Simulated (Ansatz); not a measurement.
**HF (SMILES F): RPA@PBE/cc-pVTZ**

Aim: the vertical singlet–triplet gap of HF at RPA@PBE/cc-pVTZ, from 2 runs. 

The calculation is run with Ansatz 0.2.0.

37 further runs of the same task are left out: 37 set aside as unsound or not needed.

## Step 1: Starting point

HF has 2 atoms, charge 0, and is taken as a singlet. As SMILES, `F`. The coordinates come from a PBE0-D4/def2-TZVP relaxation.

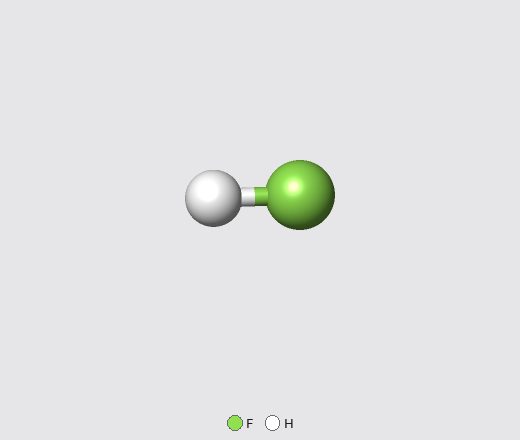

The structure, seen from a chosen angle (fluorine green, hydrogen white).

## Step 2: A single-point energy at RPA@PBE/cc-pVTZ

molecule.yaml

```yaml
crystal:
  periodic: [false, false, false]
  atoms:
    - {symbol: F, position_ang: [-0.390000, 0.144600, -0.196400]}
    - {symbol: H, position_ang: [0.390000, -0.144600, 0.196400]}
basis:
  gaussian:
    orbitals: cc-pVTZ
hamiltonian:
  xc: pbe
correlation:
  method: rpa
  frozen_orbitals: {F: 1, H: 0}
accuracy: high
```

On the command line:

```console
$ ansatz run molecule.yaml --threads 1 --pin off --max-ram 3480MiB --events-out events.jsonl --progress --plain --runs-dir runs
```

Log:

```text
Warning: RAYON_NUM_THREADS=1 ignored (pool sized by the plan → 1); use --threads N
Functional definition: PBE
  name "PBE"
  parameter kappa = 0.804
  parameter beta = 0.06672455060314922
  exchange = pbe_x(kappa = kappa, mu = beta*pi^2/3)
  correlation = pbe_c(beta = beta)
585 factors; integrals over basis functions are off by at most 3.6e-9 eV
mean field evaluation 1: about -2729.9929 eV, gradient 3.5e1 eV
mean field evaluation 2: about -2729.9932 eV, gradient 3.5e1 eV
mean field evaluation 4: about -2731.5793 eV, gradient 8.3e-1 eV
mean field evaluation 8: about -2731.5798 eV, gradient 2.5e-3 eV
mean field evaluation 16: about -2731.5798 eV, gradient 4.1e-8 eV
mean field -2731.57984697 eV, -100.3837078449 hartree, gradient 4.1e-8 eV, S^2 0.000000; 0 other end points of the search recorded, 0 dependent functions left out
1 core orbitals not correlated: weight in the atoms' cores, before any rotation towards them, 1.000 or more for the frozen orbitals, at most 0.000 for the correlated occupied ones
reference -2722.49635550 eV, -100.0498956904 hartree; 4, 4 occupied and 39, 39 virtual orbitals, 585 factors
Total energy: -2733.49458822 eV, -100.4540732878 hartree
```

Run time: 0.84 s. Hardware: 1 thread of Arm Neoverse V1, shared host; peak memory 0.097 GiB.

## Step 3: The triplet at the same level

in.yaml

```yaml
crystal:
  periodic: [false, false, false]
  atoms:
    - symbol: F
      position_ang: [-0.390000, 0.144600, -0.196400]
    - symbol: H
      position_ang: [0.390000, -0.144600, 0.196400]
basis:
  gaussian:
    orbitals: cc-pVTZ
hamiltonian:
  xc: pbe
magnetization:
  spin_polarized: true
  initial_magnetization: 2
accuracy: high
correlation:
  method: rpa
  frozen_orbitals: {F: 1, H: 0}
```

On the command line:

```console
$ ansatz run in.yaml --threads 1 --pin off --max-ram 3480MiB --events-out events.jsonl --progress --plain --runs-dir runs
```

Log:

```text
Warning: RAYON_NUM_THREADS=1 ignored (pool sized by the plan → 1); use --threads N
Functional definition: PBE
  name "PBE"
  parameter kappa = 0.804
  parameter beta = 0.06672455060314922
  exchange = pbe_x(kappa = kappa, mu = beta*pi^2/3)
  correlation = pbe_c(beta = beta)
585 factors; integrals over basis functions are off by at most 3.6e-9 eV
mean field evaluation 1: about -2721.0767 eV, gradient 9.4e0 eV
mean field evaluation 2: about -2721.0671 eV, gradient 9.4e0 eV
mean field evaluation 4: about -2721.3643 eV, gradient 2.1e0 eV
mean field evaluation 8: about -2721.3744 eV, gradient 9.5e-3 eV
mean field evaluation 16: about -2721.3744 eV, gradient 3.2e-8 eV
mean field -2721.37439710 eV, -100.0086644797 hartree, gradient 3.2e-8 eV, S^2 2.001127; 2 other end points of the search recorded, 0 dependent functions left out
1 core orbitals not correlated: weight in the atoms' cores, before any rotation towards them, 1.000 or more for the frozen orbitals, at most 0.000 for the correlated occupied ones
reference -2713.63406188 eV, -99.7242124069 hartree; 5, 3 occupied and 38, 40 virtual orbitals, 585 factors
Total energy: -2723.40785477 eV, -100.0833926708 hartree
```

Wall time 1.6 s (1 thread of Arm Neoverse V1, shared host); peak memory 0.12 GiB.

## Step 4: Outcome

At RPA@PBE/cc-pVTZ, 1 core orbital frozen:

```
                                        quantity          value
                           singlet: total energy  -100.45407 Eh
       singlet: RPA correlation energy (valence)     -404.2 mEh
                           triplet: total energy  -100.08339 Eh
       triplet: RPA correlation energy (valence)     -359.2 mEh
      triplet: ⟨S²⟩ of the reference determinant          2.001
vertical energy of the triplet above the singlet      10.087 eV
```

What this shows: At this shape the triplet lies 10.09 eV (233 kcal/mol) above the singlet.
